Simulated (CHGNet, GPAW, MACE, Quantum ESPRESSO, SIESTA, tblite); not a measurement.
# Random packing of Si18Te82 (at. %) (65 atoms): other programs against plane waves

Aim: forces, pressure of random packing of Si18Te82 (at. %) (65 atoms) at one geometry, from other programs and methods, against plane-wave PBE.

Results are calculated, not measured.

## Step 1: The cell

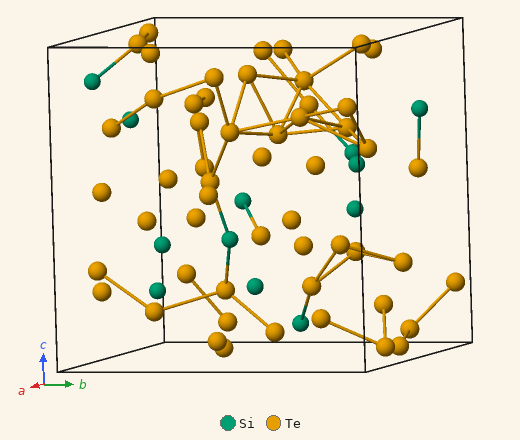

The cell (silicon teal, tellurium orange). Bonds to atoms that aren't drawn are left out. Some periodic images of atoms are drawn too.

The cell holds 65 atoms (12 Si and 53 Te), with edges of 12.97, 12.97 and 12.97 Å. Recipe: 65 atoms (12 Si, 53 Te) packed at random in a cube at 5.4 g/cm³ and pushed apart as soft spheres; a start for melting by ab initio MD, not an equilibrated structure. Then every atom was moved at random, 0.02 Å r.m.s. a Cartesian component. The density is 5.40 g/cm³.

## Step 2: The reference input

Quantum ESPRESSO 7.5: Kohn-Sham DFT, PBE, SSSP efficiency 1.3.0 pseudopotentials, plane waves. Its input, pw.in:

```
&control
  calculation = 'scf'
  pseudo_dir = './pseudo'
  outdir = './tmp'
  disk_io = 'none'
  tprnfor = .true.
  tstress = .true.
/
&system
  ibrav = 0
  nat = 65
  ntyp = 2
  ecutwfc = 45
  ecutrho = 360
  nosym = .true.
  occupations = 'smearing'
  smearing = 'fd'
  degauss = 0.003675
/
&electrons
  conv_thr = 3.3e-07
  electron_maxstep = 100
  mixing_beta = 0.2
  mixing_mode = 'local-TF'
  diagonalization = 'david'
/
ATOMIC_SPECIES
Si 28.085 Si.upf
Te 127.600 Te.upf
CELL_PARAMETERS angstrom
12.97040 0.00000 0.00000
0.00000 12.97040 0.00000
0.00000 0.00000 12.97040
ATOMIC_POSITIONS crystal
Si 0.24060 0.93592 0.74246
Si 0.46912 0.07580 0.72868
Si 0.62131 0.00904 0.85992
Si 0.41480 0.12805 0.19725
[... 59 atom lines left out ...]
Te 0.10943 0.19538 0.76420
Te 0.69203 0.22554 0.95323
K_POINTS gamma
```

```console
$ OMP_NUM_THREADS=1 mpirun -np 4 pw.x -in pw.in > output.txt
```

The job ended after 3.3 min (4 MPI ranks of Arm Neoverse V1, shared host; peak memory 4.5 GiB; 13 min of CPU time).

It converged with an r.m.s. force component of 1.1 eV/Å and a pressure of 4.6 GPa.

## Step 3: The other programs

- CHGNet: machine-learned potential, published weights.
- GPAW 26.7.0: PAW with atomic orbitals (LCAO), plane waves or a real-space grid of spacing h.
- MACE: machine-learned potential, published weights.
- SIESTA 5.4.2: numerical atomic orbitals, whose automatically made sets are far from complete, with PseudoDojo norm-conserving potentials that we converted to its format (checked against plane waves on the same files for H, C, O, Si, Ge and Ca alone); labels give functional, basis size, energy shift and mesh cutoff.
- tblite 0.8.0: extended tight binding, driven from Python.

All use the same cell and atoms, and the electronic-structure runs the same k-mesh.

## Step 4: All runs compared

Differences are against the reference: forces as r.m.s. over components, share as that over the reference's r.m.s. force, slope as the fitted ratio of a run's forces to the reference's.

```
                                                 run  Δ force, r.m.s. (meV/Å)  share (%)  slope  Δ pressure (GPa)  cores  CPU time  memory (GiB)
                                           reference                        -          -      -                 -      4    13 min           4.5
                             CHGNet r2SCAN potential                      634       58.0  0.553             -2.00      1     4.5 s          0.52
                         GPAW PBE, LCAO dzp, h 0.2 Å                      214       19.6  1.166                 -      1   2.8 min           1.7
            GPAW PBE, LCAO sz(dzp), h 0.2 Å (coarse)                      764       70.0  1.567                 -      1      85 s           1.4
                      GPAW revPBE, LCAO dzp, h 0.2 Å                      231       21.1  1.181                 -      1   2.9 min           1.7
                        MACE MP-0b3 medium potential                      315       28.8  0.886             0.256      1     9.1 s          0.72
                         MACE MPA-0 medium potential                      232       21.2  0.917           -0.0529      1     9.1 s          0.72
         SIESTA PBE, DZP, shift 0.01 Ry, mesh 300 Ry                      386       35.3  1.304              1.33      1   5.1 min           1.3
SIESTA PBE, DZP, shift 0.04 Ry, mesh 300 Ry (coarse)                      243       22.2  1.152             -9.73      1   3.2 min          0.98
 SIESTA PBE, SZ, shift 0.01 Ry, mesh 300 Ry (coarse)                      958       87.8  1.734              7.01      1     2 min          0.76
SIESTA PBE, SZP, shift 0.01 Ry, mesh 300 Ry (coarse)                      622       56.9  1.463              2.50      1     4 min           1.2
                                     tblite GFN1-xTB                      556       50.9  0.980             -8.93      1     4.2 s          0.14
```

Rows marked coarse were listed beforehand as settings not expected to be converged; some can still land near the reference.

Times of the machine-learned potentials are mostly Python's start and the loading of weights.

Runs without a result: SIESTA optB88-vdW, PBE potentials, DZP, shift 0.01 Ry, mesh 300 Ry (cut off at its time limit).

At other geometries of this session 1 more runs gave no result.

CPU time is summed over cores on shared hosts, so it is rough.

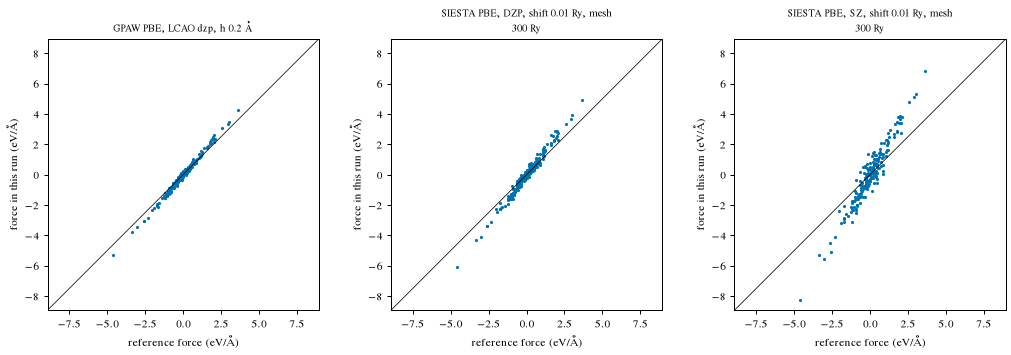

Force components against those of the reference; the line marks equality.

## Step 5: Findings

Forces lie from 20 % (GPAW PBE, LCAO dzp, h 0.2 Å) to 88 % (SIESTA PBE, SZ, shift 0.01 Ry, mesh 300 Ry, coarse) of the reference's r.m.s. force of 1.1 eV/Å away from it. The PBE runs in local orbitals, coarse settings apart, differ by 20 % (GPAW PBE, LCAO dzp, h 0.2 Å) to 35 % (SIESTA PBE, DZP, shift 0.01 Ry, mesh 300 Ry); basis, grid and potentials can all enter. Tight binding differs by 51 % (tblite GFN1-xTB); it is another model, with fitted parameters of its own, and the xTB methods hold dispersion. Machine-learned potentials differ by 21 % (MACE MPA-0 medium potential) to 58 % (CHGNet r2SCAN potential); they were trained on other programs' data, some at another functional.

Rows with another functional or a dispersion term differ by 21 % (GPAW revPBE, LCAO dzp, h 0.2 Å), which mixes the change of model with differences of basis and potentials. Runs with settings chosen to be coarse differ by 22 % (SIESTA PBE, DZP, shift 0.04 Ry, mesh 300 Ry) to 88 % (SIESTA PBE, SZ, shift 0.01 Ry, mesh 300 Ry), their programs' other errors included. SIESTA PBE, SZ, shift 0.01 Ry, mesh 300 Ry stiffens the forces by a factor of 1.73 while following their directions (correlation 0.964); the slopes of the 4 SIESTA runs lie between 1.15 and 1.73. Pressures at PBE, coarse settings apart, lie +1.33 GPa from the reference's.

**Limits.** Periodic xTB results under one method name differ between programs and library versions. The potentials hold different valence shells: 366 electrons in the reference, 896 in SIESTA; this bears on time and differences. The reference's pressure holds the uncorrected Pulay stress of its 45 Ry basis, so small pressure differences may be the reference's own error. Machine-learned potentials mimic data converged in k, so the reference's own k-point error enters their differences. The electronic-structure runs sample only Γ, in a cell whose shortest periodic width is 13 Å, which is coarse for a cell with partly filled levels. Spin–orbit coupling is left out, which matters for the levels of the heavy elements. The reference's pressure of 4.6 GPa reflects the volume that the recipe set, positions that aren't this level's minimum and the basis. The reference has no spin polarisation, so local moments can't form. Where levels are smeared, the DFT runs use Fermi–Dirac occupations at 580 K (0.05 eV), and energies are free energies. The atoms were displaced at random, and shares hang on the size of the forces that this gives. The reference's cutoffs and mesh weren't converged further here.

[Logs are printed without paths, hosts, clocks, repeated set-up lines and the standing remarks that a program may print on its own settings, such as how far it seeks lower states.]

[Hosts, paths, dates, database ids (printed as entryN), source tags and the programs' standing remarks are cut or masked in the printed files.]

[Cells were taken only where this reference lay near another plane-wave run.]
